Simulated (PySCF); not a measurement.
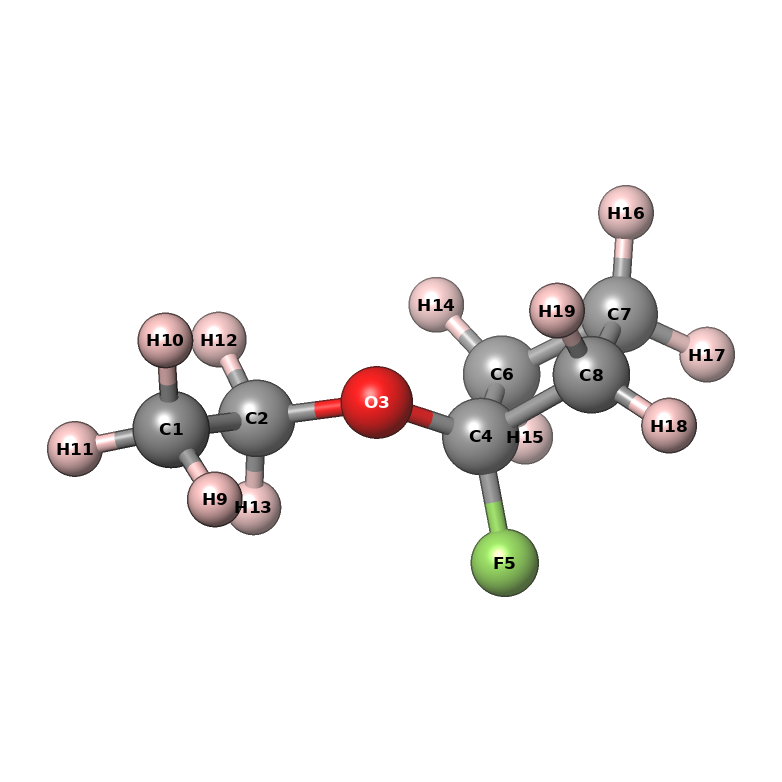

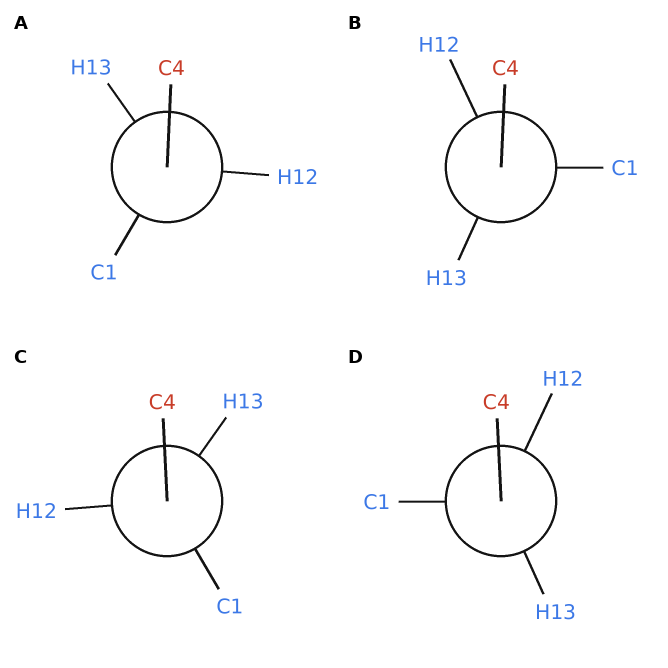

Distant atoms are faded towards the background colour. Bonds that would overlap in a projection are set slightly apart. Geometry: a frame of a GFN2-xTB molecular-dynamics simulation, not a minimum.

Q: Which Newman projection shows the view along O3–C2, with O3 in front?

A: C. The torsion angle C4–O3–C2–C1 is 152°, antiperiplanar (anti).
